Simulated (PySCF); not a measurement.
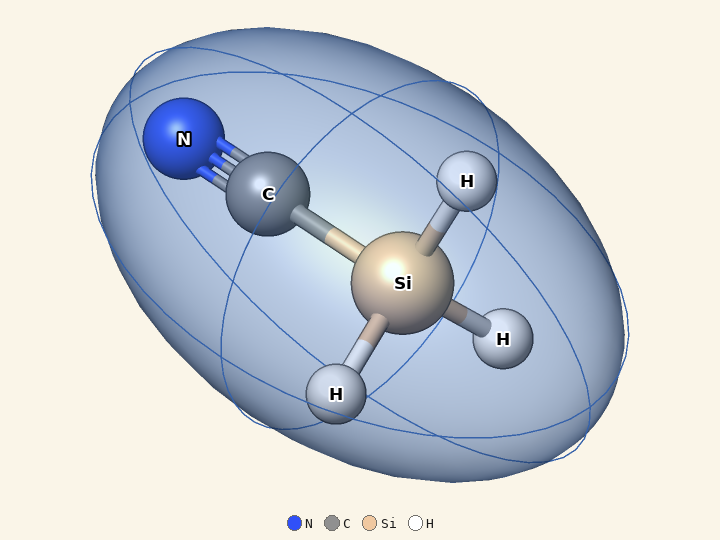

The ellipsoid shows the static dipole polarisability: its half-axes are proportional to the principal values. The computed structure is the end point of a PBE0-D3(BJ)/def2-SVP optimisation. No frequency run is at hand to confirm it as a minimum. Method: PBE0/6-31G* (PySCF 2.14.0).

Question: Give the principal values, the mean and the anisotropy.

Answer: Principal values 27.7, 27.7, 45.4 bohr³; mean 33.6 bohr³ (4.98 Å³); anisotropy 17.7 bohr³, so the longest axis is 1.64 times the shortest.
